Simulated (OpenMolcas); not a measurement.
Excited-state calculation of B2Cl4 (part 3 of 3)

B2Cl4 (13701-67-2), SMILES ClB(Cl)B(Cl)Cl; CASSCF/ANO-XS-VDZ, DKH2 (OpenMolcas 26.06). The geometry comes from this level: PBE0-D4/def2-TZVP.

Geometry of the input (Å):
```
Cl -1.1236  -1.9729  -0.2367
B  -0.1931  -0.6777  0.4612
Cl 0.3371  -0.7887  2.1157
B  0.1930  0.6778  -0.4611
Cl 1.6652  0.7119  -1.3897
Cl -0.8785  2.0495  -0.4894
```

### Output, continued
```
++    Natural Bond Order analysis
      ---------------------------
      Based on LoProp computed density
      -------------------------------------------------------------------------------------
      Atom A       Atom B       Bond Order
      -------------------------------------------------------------------------------------
      NBO located      1.001 non-bonded electrons on atom CL1
      NBO located      1.001 non-bonded electrons on atom CL1
      NBO located      1.000 non-bonded electrons on atom CL1
      NBO located      1.000 non-bonded electrons on atom CL1
      NBO located      1.000 non-bonded electrons on atom CL1
      NBO located      1.000 non-bonded electrons on atom B2
      NBO located      1.001 non-bonded electrons on atom CL3
      NBO located      1.001 non-bonded electrons on atom CL3
      NBO located      1.000 non-bonded electrons on atom CL3
      NBO located      1.000 non-bonded electrons on atom CL3
      NBO located      1.000 non-bonded electrons on atom CL3
      NBO located      1.003 non-bonded electrons on atom B4
      NBO located      0.968 non-bonded electrons on atom CL5
      NBO located      1.000 non-bonded electrons on atom CL5
      NBO located      1.000 non-bonded electrons on atom CL5
      NBO located      1.000 non-bonded electrons on atom CL5
      NBO located      1.000 non-bonded electrons on atom CL5
      NBO located      1.000 non-bonded electrons on atom CL5
      NBO located      0.965 non-bonded electrons on atom CL6
      NBO located      1.000 non-bonded electrons on atom CL6
      NBO located      1.000 non-bonded electrons on atom CL6
      NBO located      1.000 non-bonded electrons on atom CL6
      NBO located      1.000 non-bonded electrons on atom CL6
      NBO located      1.000 non-bonded electrons on atom CL6
      The remaining   16.170 electrons are to be considered as diffuse
--

--

      Von Neumann Entropy (Root   5) =  1.10241

      Mulliken population analysis for root number:  5
      -----------------------------------------------

++    Molecular charges:
      ------------------

      Mulliken charges per centre
      ---------------------------

                CL1     B2      CL3     B4      CL5     CL6
      Total   17.2232  4.7165 17.2231  5.3007 16.7683 16.7683

      N-E     -0.2232  0.2835 -0.2231 -0.3007  0.2317  0.2317

      Total electronic charge=   78.000000

      Total            charge=   -0.000000
--

      Expectation values of various properties for root number:  5
      -----------------------------------------------------------

++    Molecular properties:
      ---------------------

      Charge (e):
                      =   -0.0000
      Dipole Moment (debye):
      Origin of the operator (angstrom)=    0.0000   -0.0000   -0.0000
                   X=  1.0602E+00               Y=  3.7216E+00               Z= -2.5320E+00           Total=  4.6244E+00
      Quadrupole Moment (debye*angstrom):
      Origin of the operator (angstrom)=    0.0000   -0.0000   -0.0000
                  XX= -5.8850E+01              XY= -4.0144E+00              XZ= -4.3564E+00              YY= -6.2109E+01
                  YZ= -1.0544E+00              ZZ= -6.5907E+01
      In traceless form (debye*angstrom)
                  XX=  5.1586E+00              XY= -6.0215E+00              XZ= -6.5347E+00              YY=  2.6897E-01
                  YZ= -1.5816E+00              ZZ= -5.4275E+00
--

      LoProp population analysis for root number:  5
      -----------------------------------------------

++    LoProp analysis:
      ----------------

++    Static properties:
      ------------------

      LoProp Charges per center

                   CL1      B2       CL3      B4       CL5      CL6
      Nuclear     17.0000   5.0000  17.0000   5.0000  17.0000  17.0000
      Electronic -17.1433  -4.8384 -17.1432  -5.4927 -16.6912 -16.6912

      Total       -0.1433   0.1616  -0.1432  -0.4927   0.3088   0.3088
--

      Natural Bond Order analysis for root number:  5

++    Natural Bond Order analysis
      ---------------------------
      Based on LoProp computed density
      -------------------------------------------------------------------------------------
      Atom A       Atom B       Bond Order
      -------------------------------------------------------------------------------------
      NBO located      1.017 non-bonded electrons on atom CL1
      NBO located      1.001 non-bonded electrons on atom CL1
      NBO located      1.001 non-bonded electrons on atom CL1
      NBO located      1.000 non-bonded electrons on atom CL1
      NBO located      1.000 non-bonded electrons on atom CL1
      NBO located      1.000 non-bonded electrons on atom CL1
      NBO located      1.003 non-bonded electrons on atom B2
      NBO located      0.964 non-bonded electrons on atom CL3
      NBO located      1.018 non-bonded electrons on atom CL3
      NBO located      1.000 non-bonded electrons on atom CL3
      NBO located      1.000 non-bonded electrons on atom CL3
      NBO located      1.000 non-bonded electrons on atom CL3
      NBO located      1.000 non-bonded electrons on atom CL3
      NBO located      1.000 non-bonded electrons on atom CL3
      NBO located      1.000 non-bonded electrons on atom B4
      NBO located      1.000 non-bonded electrons on atom CL5
      NBO located      1.000 non-bonded electrons on atom CL5
      NBO located      1.000 non-bonded electrons on atom CL5
      NBO located      1.000 non-bonded electrons on atom CL5
      NBO located      1.000 non-bonded electrons on atom CL5
      NBO located      1.001 non-bonded electrons on atom CL6
      NBO located      1.001 non-bonded electrons on atom CL6
      NBO located      1.000 non-bonded electrons on atom CL6
      NBO located      1.000 non-bonded electrons on atom CL6
      NBO located      1.000 non-bonded electrons on atom CL6
      The remaining   15.086 electrons are to be considered as diffuse
--

--

      Von Neumann Entropy (Root   6) =  1.15980

      Mulliken population analysis for root number:  6
      -----------------------------------------------

++    Molecular charges:
      ------------------

      Mulliken charges per centre
      ---------------------------

                CL1     B2      CL3     B4      CL5     CL6
      Total   16.7593  4.8626 16.7597  5.1621 17.2281 17.2281

      N-E      0.2407  0.1374  0.2403 -0.1621 -0.2281 -0.2281

      Total electronic charge=   78.000000

      Total            charge=   -0.000000
--

      Expectation values of various properties for root number:  6
      -----------------------------------------------------------

++    Molecular properties:
      ---------------------

      Charge (e):
                      =   -0.0000
      Dipole Moment (debye):
      Origin of the operator (angstrom)=    0.0000   -0.0000   -0.0000
                   X= -2.2495E+00               Y= -7.8935E+00               Z=  5.3681E+00           Total=  9.8074E+00
      Quadrupole Moment (debye*angstrom):
      Origin of the operator (angstrom)=    0.0000   -0.0000   -0.0000
                  XX= -6.4632E+01              XY=  2.8570E+00              XZ=  3.3201E+00              YY= -6.2617E+01
                  YZ=  1.0864E+00              ZZ= -5.9561E+01
      In traceless form (debye*angstrom)
                  XX= -3.5425E+00              XY=  4.2854E+00              XZ=  4.9801E+00              YY= -5.2064E-01
                  YZ=  1.6296E+00              ZZ=  4.0631E+00
--

      LoProp population analysis for root number:  6
      -----------------------------------------------

++    LoProp analysis:
      ----------------

++    Static properties:
      ------------------

      LoProp Charges per center

                   CL1      B2       CL3      B4       CL5      CL6
      Nuclear     17.0000   5.0000  17.0000   5.0000  17.0000  17.0000
      Electronic -16.6732  -4.9638 -16.6735  -5.3758 -17.1569 -17.1569

      Total        0.3268   0.0362   0.3265  -0.3758  -0.1569  -0.1569
--

      Natural Bond Order analysis for root number:  6

++    Natural Bond Order analysis
      ---------------------------
      Based on LoProp computed density
      -------------------------------------------------------------------------------------
      Atom A       Atom B       Bond Order
      -------------------------------------------------------------------------------------
      NBO located      1.000 non-bonded electrons on atom CL1
      NBO located      1.000 non-bonded electrons on atom CL1
      NBO located      1.000 non-bonded electrons on atom CL1
      NBO located      1.000 non-bonded electrons on atom CL1
      NBO located      1.000 non-bonded electrons on atom CL1
      NBO located      1.012 non-bonded electrons on atom B2
      NBO located      0.951 non-bonded electrons on atom B2
      NBO located      1.000 non-bonded electrons on atom CL3
      NBO located      1.000 non-bonded electrons on atom CL3
      NBO located      1.000 non-bonded electrons on atom CL3
      NBO located      1.000 non-bonded electrons on atom CL3
      NBO located      1.000 non-bonded electrons on atom CL3
      NBO located      0.999 non-bonded electrons on atom B4
      NBO located      0.969 non-bonded electrons on atom CL5
      NBO located      1.000 non-bonded electrons on atom CL5
      NBO located      1.000 non-bonded electrons on atom CL5
      NBO located      1.000 non-bonded electrons on atom CL5
      NBO located      1.000 non-bonded electrons on atom CL5
      NBO located      1.000 non-bonded electrons on atom CL5
      NBO located      0.958 non-bonded electrons on atom CL6
      NBO located      1.000 non-bonded electrons on atom CL6
      NBO located      1.000 non-bonded electrons on atom CL6
      NBO located      1.000 non-bonded electrons on atom CL6
      NBO located      1.000 non-bonded electrons on atom CL6
      NBO located      1.000 non-bonded electrons on atom CL6
      The remaining   15.177 electrons are to be considered as diffuse
--

--

      Average orbitals are written to the RASORB file
      Natural orbitals for root   1 are written to the RASORB.1 file
      Natural orbitals for root   2 are written to the RASORB.2 file
      Natural orbitals for root   3 are written to the RASORB.3 file
      Natural orbitals for root   4 are written to the RASORB.4 file
      Natural orbitals for root   5 are written to the RASORB.5 file
      Natural orbitals for root   6 are written to the RASORB.6 file
      Spin density orbitals for root   1 are written to the SPDORB.1 file
      Spin density orbitals for root   2 are written to the SPDORB.2 file
      Spin density orbitals for root   3 are written to the SPDORB.3 file
      Spin density orbitals for root   4 are written to the SPDORB.4 file
      Spin density orbitals for root   5 are written to the SPDORB.5 file
      Spin density orbitals for root   6 are written to the SPDORB.6 file

--- Stop Module: rasscf /rc=_RC_ALL_IS_WELL_ ---
           step5.LoProp.molden step5.RasOrb.1 step5.RasOrb.6 step5.RasOrb.3 step5.RasOrb step5.RasOrb.5 step5.RasOrb.2 step5.RasOrb.4 step5.rasscf.h5 step5.SpdOrb.1 step5.SpdOrb.3
           step5.SpdOrb.2 step5.SpdOrb.4 step5.SpdOrb.6 step5.SpdOrb.5 xmldump
--- Module rasscf spent 5 seconds ---

--- Start Module: rassi ---

                                               &RASSI

                       available to each process: 1.9 GB of memory, 1 thread

      ********************************************************************************
      *                             General data section                             *
      ********************************************************************************

   Specific data for JOBIPH file JOBIPH
   -------------------------------------

   Header from SEWARD:

   CASSCF title (first line only):
       (No title given)

  STATE IRREP:                1
  SPIN MULTIPLICITY:          1
  ACTIVE ELECTRONS:           8
  MAX RAS1 HOLES:             0
  MAX RAS3 ELECTRONS:         0
  NR OF CONFIG:             490

   The following data are common to all the states:
   ------------------------------------------------
   (note: frozen counts as inactive, deleted as secondary)

      Nr of irreps: 1

                 Total     No./Irrep
      Irrep                  1
                             a

      INACTIVE      35      35
      ACTIVE         7       7
      SECONDARY     28      28
      BASIS         70      70

      RAS1           0       0
      RAS2           7       7
      RAS3           0       0

        MATRIX ELEMENTS WILL BE COMPUTED FOR THE FOLLOWING ONE-ELECTRON OPERATORS, UNLESS ZERO BY SYMMETRY.
   (Herm=Hermitian, Anti=Antihermitian, Sing=Singlet operator, Trip=Triplet operator)
     MLTPL  0   1 (HERMSING)     MLTPL  1   1 (HERMSING)     MLTPL  1   2 (HERMSING)
     MLTPL  1   3 (HERMSING)     MLTPL  2   1 (HERMSING)     MLTPL  2   2 (HERMSING)
     MLTPL  2   3 (HERMSING)     MLTPL  2   4 (HERMSING)     MLTPL  2   5 (HERMSING)
     MLTPL  2   6 (HERMSING)     VELOCITY   1 (ANTISING)     VELOCITY   2 (ANTISING)
     VELOCITY   3 (ANTISING)     ANGMOM     1 (ANTISING)     ANGMOM     2 (ANTISING)
     ANGMOM     3 (ANTISING)     MLTPV  2   1 (ANTISING)     MLTPV  2   2 (ANTISING)
     MLTPV  2   3 (ANTISING)     MLTPV  2   4 (ANTISING)     MLTPV  2   5 (ANTISING)
     MLTPV  2   6 (ANTISING)

       EIGENSTATES OF A SPIN-FREE HAMILTONIAN WILL BE COMPUTED BASED ON:

  A Hamiltonian matrix computed by RASSI.

  Nr of states:                    6

   State:        1   2   3   4   5   6
  JobIph:        1   1   1   1   1   1
 Root nr:        1   2   3   4   5   6

  HAMILTONIAN MATRIX FOR THE ORIGINAL STATES:

  Diagonal, with energies
  -1892.97168141  -1892.74228455  -1892.73570317  -1892.72325719  -1892.71437022
  -1892.66742418

      OVERLAP MATRIX FOR THE ORIGINAL STATES:

  Diagonal, with elements
      1.00000000      1.00000000      1.00000000      1.00000000      1.00000000
      1.00000000

::    RASSI State    1     Total energy:   -1892.97168140637677
::    RASSI State    2     Total energy:   -1892.74228454584477
::    RASSI State    3     Total energy:   -1892.73570317445296
::    RASSI State    4     Total energy:   -1892.72325719156061
::    RASSI State    5     Total energy:   -1892.71437022459190
::    RASSI State    6     Total energy:   -1892.66742418404374

      ****************************************************************************************************
      *                                         Spin-free section                                        *
      *                 Note: index according to input order, order according to energy.                 *
      ****************************************************************************************************

  SPIN-FREE ENERGIES:
  (Shifted by EMIN (a.u.) =      -1892.9716814064)

 SF State       Relative EMIN(au)   Rel lowest level(eV)    D:o, cm**(-1)

     1             0.0000000000        0.0000000000              0.0000
     2             0.2293968605        6.2422065756          50346.7914
     3             0.2359782319        6.4212948145          51791.2355
     4             0.2484242148        6.7599672622          54522.8130
     5             0.2573111818        7.0017939530          56473.2768
     6             0.3042572223        8.2792607950          66776.7417

++ Dipole transition strengths (spin-free states):
   -----------------------------------------------
     for osc. strength at least  1.00000000E-05

      From   To        Osc. strength     Einstein coefficients Ax, Ay, Az (sec-1)    Total A (sec-1)
     -----------------------------------------------------------------------------------------------
         1    2       5.07916118E-02  6.00161841E+07  1.74511269E+07  8.40987756E+06  8.58771885E+07
         1    3       7.11647397E-02  3.12390482E+07  1.91698366E+07  7.69178594E+07  1.27326744E+08
         1    6       3.23503114E-02  5.06523479E+06  6.23369562E+07  2.88190915E+07  9.62212824E+07
         2    4       1.40048567E-02  3.83242927E+04  2.54259189E+04  9.91592701E+04  1.62909482E+05
         2    5       5.48383006E-05  6.60893234E+02  9.34388792E+01  6.18599849E+02  1.37293196E+03
         2    6       8.73495882E-04  9.80168083E+04  3.67294763E+04  2.25344716E+04  1.57280756E+05
         3    5       1.07654623E-02  1.12178844E+05  3.10559125E+04  1.41799824E+04  1.57414739E+05
         3    6       5.10958586E-02  1.81490265E+06  1.18018675E+06  4.65859881E+06  7.65368821E+06
         4    5       9.94024683E-05  1.32731861E+01  1.63296863E+02  7.56706628E+01  2.52240712E+02
     -----------------------------------------------------------------------------------------------
--

++ Velocity transition strengths (spin-free states):
   -------------------------------------------------
     for osc. strength at least  1.00000000E-05

      From   To        Osc. strength     Einstein coefficients Ax, Ay, Az (sec-1)    Total A (sec-1)
     -----------------------------------------------------------------------------------------------
         1    2       3.87901218E-02  4.57389092E+07  1.33652413E+07  6.48121847E+06  6.55853690E+07
         1    3       6.37419847E-02  2.78614507E+07  1.72185548E+07  6.89660715E+07  1.14046077E+08
         1    6       1.32899960E-02  2.07987540E+06  2.56059728E+07  1.18433062E+07  3.95291545E+07
         2    4       3.24994243E-02  8.88231110E+04  5.88384437E+04  2.30383325E+05  3.78044879E+05
         2    5       1.14746630E-04  1.39948009E+03  1.89255451E+02  1.28406165E+03  2.87279719E+03
         2    6       5.31985289E-05  7.87632777E+03  1.38191774E+03  3.20626032E+02  9.57887154E+03
         3    4       1.84082727E-04  7.89745873E+02  1.12131289E+02  1.43060334E+01  9.16183195E+02
         3    5       4.11196964E-02  4.28720246E+05  1.18638572E+05  5.39015911E+04  6.01260409E+05
         3    6       8.01743744E-03  2.82032744E+05  1.86843780E+05  7.32061635E+05  1.20093816E+06
     -----------------------------------------------------------------------------------------------
--

++ Length and velocity gauge comparison (spin-free states):
   --------------------------------------------------------

 --------------------------------------------------
 A comparison between the dipole oscillator strengths in
 length and velocity gauge will be performed

     All dipole oscillator differences above the tolerance of   1.00000000E-01  will be printed

 Due to basis set deficiency these oscillator may be problematic

 The tolerance is defined as ABS(1-O_l/O_v)
 O_l : dipole oscillator strength in length gauge
 O_p : dipole oscillator strength in velocity gauge
 --------------------------------------------------

  Problematic transitions have been found

      From   To       Difference (%) Osc. st. (len.) Osc. st. (vel.)
     ---------------------------------------------------------------
         1    2            30.939552  5.07916118E-02  3.87901218E-02
         1    3            11.645001  7.11647397E-02  6.37419847E-02
         1    6           143.418519  3.23503114E-02  1.32899960E-02
         2    4            56.907370  1.40048567E-02  3.24994243E-02
         2    5            52.209228  5.48383006E-05  1.14746630E-04
         2    6          1541.954958  8.73495882E-04  5.31985289E-05
         3    4      --------------- below threshold  1.84082727E-04
         3    5            73.819208  1.07654623E-02  4.11196964E-02
         3    6           537.309103  5.10958586E-02  8.01743744E-03
         4    5      ---------------  9.94024683E-05 below threshold
     ---------------------------------------------------------------

 Number of problematic transitions =                    10

--

 Electric-dipole - electric-octupole not included
 Electric-dipole - magnetic-quadrupole not included

      ****************************************************************************************************
      *                                    Special properties section                                    *
      ****************************************************************************************************

--- Stop Module: rassi /rc=_RC_ALL_IS_WELL_ ---
--- Module rassi spent 1 second ---

.##################.
.# Happy landing! #.
.##################.

    Timing: Wall=10.11 User=8.31 System=1.73
```

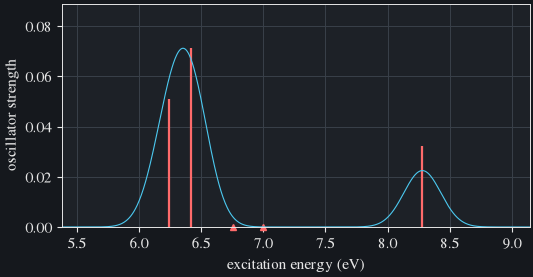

Computed excitations as sticks (degenerate states added up, dark ones marked on the axis), with a Gaussian envelope of 0.35 eV full width at half maximum, scaled to the tallest. Of the 5 states the lowest lies at 6.24 eV (f = 0.051); the strongest line is at 6.42 eV, or 193 nm (f = 0.071).

### Key numbers

```tsv
quantity	value
outcome	converged
total energy	−1892.971681 hartree
CASSCF energy	−1892.971681 hartree
basis functions	70
lowest singlet excitation	6.24 eV
hardware	1 thread of Arm Neoverse N1, 54 GiB of memory available, shared host
wall time	11 s
peak memory	0.41 GiB
```
